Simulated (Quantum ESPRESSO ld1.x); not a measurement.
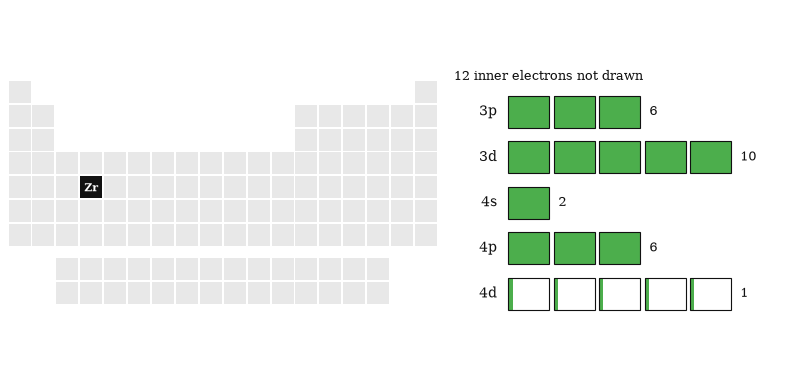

*Left, the place of zirconium in the periodic table; right, the outer shells as the input fills them: a box for each of the 2l + 1 orbitals, shaded by the share of the shell that is filled, with the electron count at the right.*

Atomic calculation for Zr³⁺

System: Zr³⁺, configuration typed as [Kr] 4d1.
Method: radial all-electron Kohn-Sham run of Quantum ESPRESSO ld1.x with rel=1, lsd=1, dft='PW' as typed.

**Input**
```
 &input
    zed=40.0,
    iswitch=1,
    rel=1,
    lsd=1,
    dft='PW',
    config='[Kr] 4d1',
    xmin=-14.0,
    prefix='ld1',
    max_out_wfc=37,
    file_charge='ld1.rho',
 /
```

Run as:
```bash
OMP_NUM_THREADS=1 ld1.x < ld1.in > ld1.out
```

**Log**
```
     Program LD1 v.7.5 starts

     Message from routine scf:
     warning: convergence not achieved
     --------------------------- All-electron run ----------------------------

     scalar relativistic calculation

     atomic number is 40.00
     dft =PW   lsd =1 sic =0 latt =0  beta=0.20 tr2=1.0E-14
     Exchange-correlation= PW
                           (   1   4   0   0   0   0   0)
     mesh =2787 r(mesh) =  99.39686 a.u. xmin =-14.00 dx = 0.00800
     1 Ry =  13.60569312 eV, c = 137.03599908

     n l     nl                  e(Ry)          e(Ha)          e(eV)
     1 0     1S 1( 1.00)     -1310.2635      -655.1317    -17827.0430
     2 0     2S 1( 1.00)      -183.3671       -91.6835     -2494.8363
     2 1     2P 1( 3.00)      -163.8705       -81.9352     -2229.5714
     3 0     3S 1( 1.00)       -31.7153       -15.8577      -431.5090
     3 1     3P 1( 3.00)       -25.3652       -12.6826      -345.1110
     4 0     4S 1( 1.00)        -6.0216        -3.0108       -81.9276
     4 1     4P 1( 3.00)        -4.3813        -2.1907       -59.6113
     3 2     3D 1( 5.00)       -14.9087        -7.4544      -202.8435
     4 2     4D 1( 1.00)        -2.1120        -1.0560       -28.7347
     1 0     1S 2( 1.00)     -1310.2637      -655.1318    -17827.0458
     2 0     2S 2( 1.00)      -183.3597       -91.6798     -2494.7355
     2 1     2P 2( 3.00)      -163.8648       -81.9324     -2229.4943
     3 0     3S 2( 1.00)       -31.7100       -15.8550      -431.4359
     3 1     3P 2( 3.00)       -25.3593       -12.6797      -345.0314
     4 0     4S 2( 1.00)        -5.9770        -2.9885       -81.3213
     4 1     4P 2( 3.00)        -4.3316        -2.1658       -58.9338
     3 2     3D 2( 5.00)       -14.9007        -7.4504      -202.7344
     4 2     4D 2( 0.00)        -2.0548        -1.0274       -27.9573

     final scf error:  1.5E-14 reached in 201 iterations

     Etot =   -7186.019766 Ry,   -3593.009883 Ha,  -97770.779710 eV
     Total magnetization:    1.00 Bohr mag.

     Ekin =    7386.754129 Ry,    3693.377065 Ha,  100501.909859 eV
     Encl =  -17236.175628 Ry,   -8618.087814 Ha, -234510.116211 eV
     Eh   =    2881.751790 Ry,    1440.875895 Ha,   39208.230507 eV
     Exc  =    -218.350057 Ry,    -109.175028 Ha,   -2970.803865 eV

     normalization and overlap integrals

     s(1S/1S) =  1.000000  <r> =   0.0371  <r2> =    0.0019  r(max) =   0.0242
     s(1S/2S) = -0.008095
     s(1S/3S) = -0.003231
     s(1S/4S) = -0.001291
     s(2S/2S) =  1.000000  <r> =   0.1628  <r2> =    0.0312  r(max) =   0.1374
     s(2S/3S) = -0.001940
     s(2S/4S) = -0.000751
     s(2P/2P) =  1.000000  <r> =   0.1418  <r2> =    0.0246  r(max) =   0.1098
     s(2P/3P) = -0.001584
     s(2P/4P) = -0.000558
     s(3S/3S) =  1.000000  <r> =   0.4593  <r2> =    0.2420  r(max) =   0.4078
     s(3S/4S) = -0.000474
     s(3P/3P) =  1.000000  <r> =   0.4627  <r2> =    0.2496  r(max) =   0.4014
     s(3P/4P) = -0.000384
     s(4S/4S) =  1.000000  <r> =   1.2020  <r2> =    1.6365  r(max) =   1.0737
     s(4P/4P) =  1.000000  <r> =   1.3419  <r2> =    2.0572  r(max) =   1.1725
     s(3D/3D) =  1.000000  <r> =   0.4527  <r2> =    0.2479  r(max) =   0.3475
     s(3D/4D) = -0.000219
     s(4D/4D) =  1.000000  <r> =   1.8303  <r2> =    3.9119  r(max) =   1.5025
     s(1S/1S) =  1.000000  <r> =   0.0371  <r2> =    0.0019  r(max) =   0.0242
     s(1S/2S) = -0.008095
     s(1S/3S) = -0.003231
     s(1S/4S) = -0.001295
     s(2S/2S) =  1.000000  <r> =   0.1628  <r2> =    0.0312  r(max) =   0.1374
     s(2S/3S) = -0.001940
     s(2S/4S) = -0.000754
     s(2P/2P) =  1.000000  <r> =   0.1418  <r2> =    0.0246  r(max) =   0.1098
     s(2P/3P) = -0.001584
     s(2P/4P) = -0.000560
     s(3S/3S) =  1.000000  <r> =   0.4593  <r2> =    0.2420  r(max) =   0.4078
     s(3S/4S) = -0.000476
     s(3P/3P) =  1.000000  <r> =   0.4627  <r2> =    0.2495  r(max) =   0.4014
     s(3P/4P) = -0.000385
     s(4S/4S) =  1.000000  <r> =   1.1996  <r2> =    1.6300  r(max) =   1.0737
     s(4P/4P) =  1.000000  <r> =   1.3387  <r2> =    2.0479  r(max) =   1.1725
     s(3D/3D) =  1.000000  <r> =   0.4526  <r2> =    0.2478  r(max) =   0.3475
     s(3D/4D) = -0.000220
     s(4D/4D) =  1.000000  <r> =   1.8320  <r2> =    3.9273  r(max) =   1.5025

     ------------------------ End of All-electron run ------------------------
```

**Outcome**

| quantity | value |
| --- | --- |
| outcome | not converged |
| total energy | −3593.0099 hartree |
| kinetic energy | 3693.3771 hartree |
| electron–nucleus energy | −8618.0878 hartree |
| Hartree energy | 1440.8759 hartree |
| exchange–correlation energy | −109.175028 hartree |
| SCF iterations | 201 |
| hardware | 1 CPU thread, shared host |
| wall time | 2.1 s |

**What went wrong**

This input holds a deliberate fault: xmin very low. The run did not meet its convergence test in 201 iterations, so its last values are not results.
